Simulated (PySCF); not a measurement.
**C$_{3}$H$_{7}$BCl$_{2}$O$_{2}$ (SMILES OB(Cl)OCCCCl): density, localisation and related maps**

```
atom    x (Å)    y (Å)    z (Å)
   O  -2.9024   1.2152  -0.6954
   B  -2.0326   0.1915  -0.6744
  Cl  -2.1380  -0.9592  -1.9821
   O  -1.1359   0.0854   0.3189
   C  -0.1516  -0.9290   0.4504
   C   1.1690  -0.3067   0.8999
   C   1.7581   0.6197  -0.1520
  Cl   2.2586  -0.2954  -1.6008
   H  -2.8340   1.8367   0.0301
   H  -0.0258  -1.4554  -0.5007
   H  -0.5050  -1.6393   1.2049
   H   0.9940   0.2747   1.8073
   H   1.8722  -1.1084   1.1262
   H   2.6473   1.1247   0.2235
   H   1.0217   1.3537  -0.4778
```

Geometry: GFN2-xTB.

These are results of PBE0/pcSseg-1, SCF density, gas phase, non-relativistic in PySCF, not measurements.

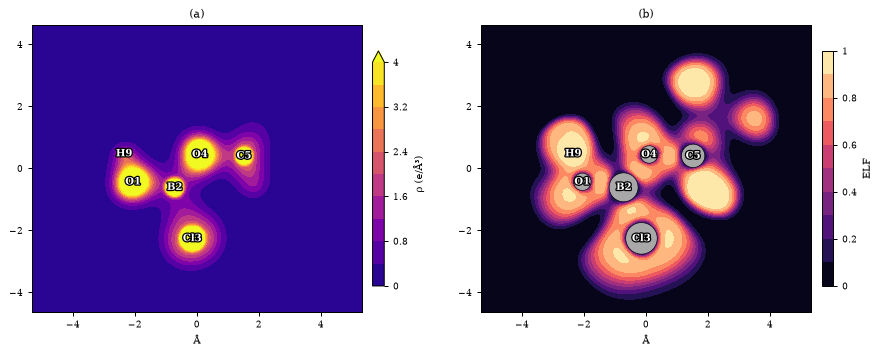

Figure 1. (a) total electron density; (b) electron localisation function on the plane of atoms B2, O1 and H9. Grey discs cover the atomic cores in the ELF map.

> What does the map show?

The plane passes through O, B, Cl, C and H nuclei. B–O (1.34 Å): ρ at the midpoint is about 2.2 e/Å³; the ELF peaks at about 0.90 between the atoms; a polar covalent bond. C–O (1.42 Å): ρ at the midpoint is about 2 e/Å³, with its minimum of 1.7 e/Å³ about 0.5 Å from C; the ELF peaks at about 0.90 between the atoms; a shared but strongly polarised pair. B–Cl (1.75 Å): the density is about 1.4 e/Å³ at the midpoint; the ELF peaks at about 0.90 between the atoms; a shared but strongly polarised pair. O–H (0.96 Å): the density is about 3.7 e/Å³ at the midpoint; the ELF climbs to about 1 towards the hydrogen, as it does in any bond to H (an ordinary covalent bond to hydrogen). The ELF also peaks beside Cl3, O1 and O4, away from the bonds: lone-pair regions.

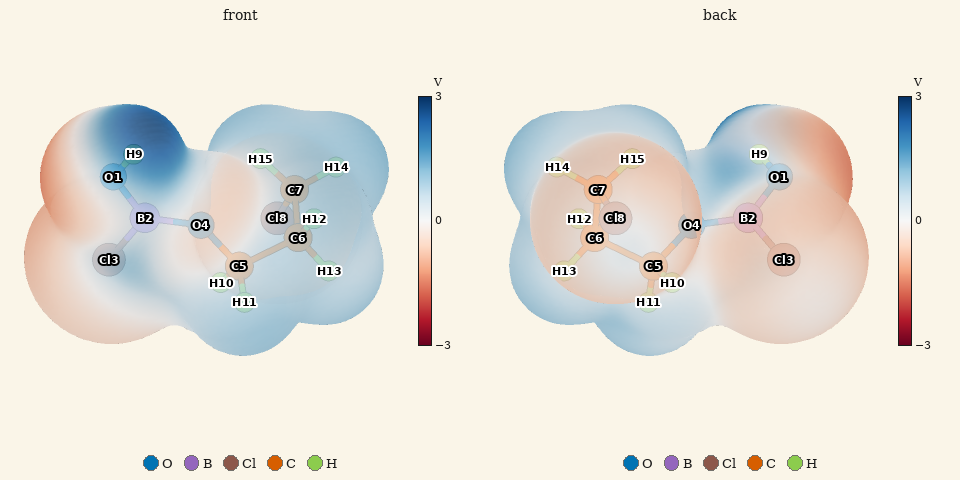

Figure 2. The molecular electrostatic potential painted on the density surface at 0.002 e/bohr³, seen from the front and from behind; red is negative and blue positive.

> Describe the electrostatic potential map.

The most negative region (about −1.4 V, or −32 kcal/mol for a unit charge) lies over O1, the most positive (about +2.7 V, or +62 kcal/mol for a unit charge) over H9. O1 is the likeliest acceptor of a hydrogen bond.

> How polar is the molecule by this calculation?

Its dipole moment is 4.06 D.
